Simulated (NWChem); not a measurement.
Single-point calculation of AlH3S

AlH3S, multiplicity 3, SMILES [AlH2][SH], computed with MP2/def2-TZVP, UHF (NWChem 7.3.0).

The geometry is that of the parent species in another charge or spin state. The geometry comes from this level: PBE0-D4/def2-TZVP.

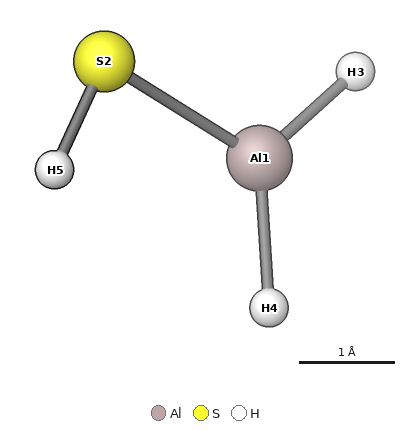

**Figure 1.** The structure (ball-and-stick view, seen at a tilt; atoms are numbered from 1 in the order of the input). Sticks mark near contacts. Bond lengths as drawn: Al–H 1.58 Å, Al–S 2.18 Å and H–S 1.34 Å.

**Input**
```python
from ase.io import read
from ase.calculators.nwchem import NWChem

mol = read('mymol.xyz')

calc = NWChem(
    label='mymol',
    theory='mp2',
    memory='2200 mb',
    basis='def2-TZVP',
    basispar='spherical bse',
    scf={'nopen': '2', 'uhf': None, 'thresh': '1e-08', 'maxiter': '80'},
    mp2={'freeze': 'core 10', 'tight': None},
    task='energy',
)
mol.calc = calc

print(f"energy = {mol.get_potential_energy():.6f} eV")
```

**File mymol.xyz**
```
5

Al    -0.616100    -0.064200    -0.181700
S      1.129100    -0.343100     1.096600
H     -1.981700    -0.650100     0.351100
H     -0.441100     0.696000    -1.556400
H      1.959700     0.287800     0.249000
```

**File mymol.nwi**
```
title "mymol"

permanent_dir mymol

scratch_dir mymol

start mymol

geometry units angstrom nocenter noautosym noautoz
  Al -6.1609999999999998e-01 -6.4199999999999993e-02 -1.8170000000000000e-01
  S  1.1291000000000000e+00 -3.4310000000000002e-01 1.0966000000000000e+00
  H  -1.9817000000000000e+00 -6.5010000000000001e-01 3.5110000000000002e-01
  H  -4.4109999999999999e-01 6.9599999999999995e-01 -1.5564000000000000e+00
  H  1.9597000000000000e+00 2.8780000000000000e-01 2.4900000000000000e-01
end

memory 2200 mb

basis spherical bse noprint
   * library def2-TZVP
end

scf
  nopen 2
  uhf
  thresh 1e-08
  maxiter 80
end
mp2
  freeze core 10
  tight
end

task mp2 energy
```

Launched with:
```bash
export ASE_NWCHEM_COMMAND="nwchem PREFIX.nwi > PREFIX.nwo"
python run.py
```

**Output**
```
energy = -17450.757602 eV
```

**Results in brief**

- outcome: converged
- total energy: −641.303519 hartree
- SCF energy: −641.080740 hartree
- correlation energy: −0.222779 hartree
- basis functions: 92
- ⟨S²⟩: 2.037
- hardware: 1 thread of AMD EPYC (Zen 3), 16 GiB of memory available, shared host
- wall time: 33 s
- peak memory: 0.18 GiB
